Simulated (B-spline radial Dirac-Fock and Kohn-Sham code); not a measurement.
**Cr: core levels and X-ray properties**

Aim: for the Cr atom, compute its X-ray form factor and Compton profile, the binding energy of each subshell and how cheaper methods do for the levels.

The numbers are computed with B-spline radial Dirac-Fock and Kohn-Sham code (version 2): a free atom or ion on a radial basis; each step names its model.

**1. The system**

The Cr atom, configuration [Ar] 3d4 4s2 (not the ground configuration).

```
nuclear charge     : 24
electrons          : 24
mass number        : 52
nuclear rms radius : 3.6452 fm
```

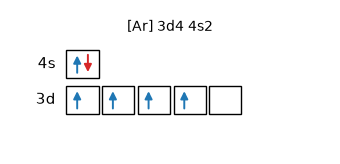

The shells outside the core; arrows follow Hund's rule for the drawing alone (heavy ions are jj-coupled), while the calculation averages over the configuration.

**2. X-ray scattering functions**

Model: Dirac-Fock average of configuration, finite nucleus; form factor of the spherical density, Waller-Hartree incoherent function, impulse-approximation Compton profiles.

Recorded inputs:

```ini
task = scatter
Z = 24
charge = 0
configuration = 1s2 2s2 2p6 3s2 3p6 3d4 4s2
mass_number = 52
rms_radius = 3.6452  # fm
s = [0.0, 0.05, 0.07, 0.08, 0.1, 0.13, 0.17, 0.21, 0.27, 0.34, 0.43, 0.55, 0.7, 0.88, 1.12, 1.41, 1.79, 2.27, 2.87, 3.64, 4.61, 5.84, 7.4]  # 1/A
pz = [0, 0.1, 0.14, 0.19, 0.26, 0.36, 0.5, 0.69, 0.95, 1.3, 1.8, 2.5, 3.5, 4.8, 6.6, 9.1, 13.0, 17.0, 24.0, 33.0, 45.0]  # a.u.
photon_energy = [8047.8, 10000, 20000, 30000, 50000, 100000, 200000, 1000000]  # eV
```

**3. Hole states by ΔSCF**

Model: Dirac-Fock average of configuration, Delta-SCF, finite nucleus, first-order Breit with its frequency dependence, self-energy and vacuum polarisation.

The run's settings:

```ini
task = binding
```

**4. Dirac LDA, for comparison**

Model: Dirac-Kohn-Sham LDA (Slater exchange, VWN correlation), finite nucleus, spherical and without spin polarisation.

Recorded inputs:

```ini
task = binding-ladder
method = lda,vwn
relativity = dirac
```

(Steps that only read results are left out.)

Before running it: what results should come out? Wanted: rms radius of the electron cloud; form factor halves at; Compton profile at zero; deepest level listed, K; least bound, N1; Kα1; Dirac LDA, K: eigenvalue / ΔSCF.

The runs gave:

```
                        quantity               value
rms radius of the electron cloud           1.36 bohr
           form factor halves at            0.41 1/Å
         Compton profile at zero        7.224 1/a.u.
    deepest level listed, K (1s)           6001.4 eV
            least bound, N1 (4s)             6.38 eV
                             Kα1           5413.0 eV
 Dirac LDA, K: eigenvalue / ΔSCF  5869.4 / 6010.4 eV
```

What this shows: The form factor starts at the 24 electrons and halves by s = 0.41 1/Å. Incoherent scattering outweighs coherent from 50.0 keV on, among the energies asked. For K (1s), relaxation takes off 40.4 eV, Breit terms shift it by -5.99 and QED by -2.73 eV. Dirac LDA misses the K level by -2.2 % with its eigenvalue and by +0.2 % with ΔSCF, so total-energy differences mend most of the error. The Hartree-Fock and Dirac-Fock values hold no electron correlation.
